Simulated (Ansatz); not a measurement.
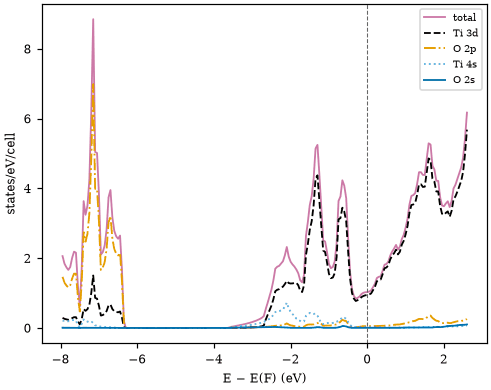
Fig. 1. Total and projected density of states of Ti₂O (anti-CdI2 type, space group No. 164), PBEsol in the plane-wave PAW code Ansatz

Q: Which orbitals carry the states next to the Fermi level?

A: Within 0.5 eV of the Fermi level: Ti 3d 92 %. Projections are on Löwdin-orthogonalised atomic valence shells; empty p or d shells of many metals are not among them.

Q: Where is the tallest occupied peak in this window, and what makes it?

A: Near -7.1 eV, about 8.8 states/eV per cell; the largest projected share is O 2p.

Space group P-3m1 (anti-CdI2 type). The workflow started from a Materials Project entry (that database holds measured and hypothetical structures alike); the Crystallography Open Database files this formula in space group No. 164, but the cells were not matched. Whether it is the stable phase at ambient conditions was not checked. The cell was relaxed with PBEsol under the symmetry of its start; of distortions, only those at the zone centre were tested. No spin polarisation was allowed. Without spin polarisation and U, an open-shell compound can come out a false metal.

Potentials: the later of the program's two PAW sets.
